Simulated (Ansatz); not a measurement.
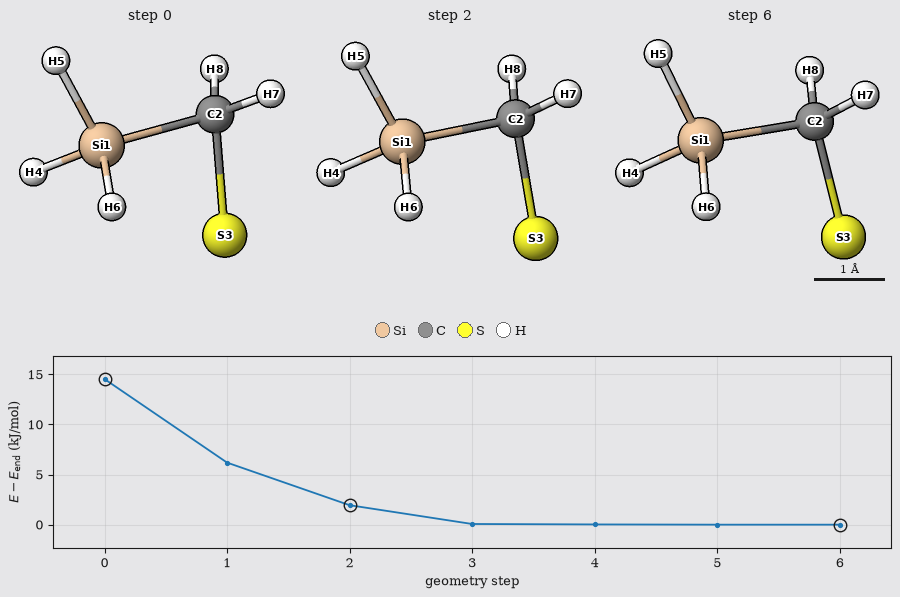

Frames of a relaxation of CH5SSi (charge −1), marked on the history of the run. Style: ball-and-stick. Shown at a tilt.

All numbers below come from Ansatz 0.2.0, RKS PBE0-D4/def2-TZVPD.

The input:
```yaml
crystal:
  periodic: [false, false, false]
  atoms:
    - {symbol: Si, position_ang: [-0.802810, 0.241380, -0.071820]}
    - {symbol: C, position_ang: [1.012260, -0.167120, -0.057260]}
    - {symbol: S, position_ang: [0.632660, -1.331440, 1.288200]}
    - {symbol: H, position_ang: [-1.620620, -0.886160, -0.516290]}
    - {symbol: H, position_ang: [-1.114840, 1.294190, -1.135850]}
    - {symbol: H, position_ang: [-1.228120, 0.916800, 1.153210]}
    - {symbol: H, position_ang: [1.701320, 0.611080, 0.267910]}
    - {symbol: H, position_ang: [1.420160, -0.678740, -0.928100]}
basis:
  gaussian: {orbitals: def2-TZVPD}
total_charge: -1
hamiltonian: {xc: pbe0, dispersion: d4}
relax: {f_tol: 0.005, max_steps: 200}
```

Run as
```bash
ansatz run in.yaml --threads 2 --pin off --events-out ev --progress --plain --max-ram 4352MiB
```

Question: What happens along the run?

Answer: Over 6 geometry steps the energy falls by 14.5 kJ/mol. The largest force component goes from 1 to 0.0022 eV/Å. S3 moves most after the best rigid fit: 0.31 Å. By element the largest moves are S 0.31 Å, H 0.11 Å, C 0.11 Å, Si 0.08 Å. Some distances before and after: Si1–S3 2.527 → 2.865 Å, Si1–H4 1.462 → 1.490 Å, Si1–C2 1.861 → 1.852 Å, C2–H7 1.089 → 1.097 Å. Bond angles that change, for instance: Si1–C2–S3 86.7° → 102.3°, H4–Si1–H6 116.6° → 109.2°, Si1–C2–H7 117.6° → 111.1°. From step 0 to 2: S3 moves most (0.19 Å), energy −12.6 kJ/mol. From step 2 to 6: S3 moves most (0.13 Å), energy −1.94 kJ/mol.

| step | E − E(0), kJ/mol | largest force component, eV/Å |
| --- | --- | --- |
| 0 | 0.00 | 1.0098 |
| 1 | -8.34 | 0.3666 |
| 2 | -12.59 | 0.2485 |
| 3 | -14.47 | 0.0969 |
| 4 | -14.51 | 0.0445 |
| 5 | -14.54 | 0.0062 |
| 6 | -14.54 | 0.0022 |
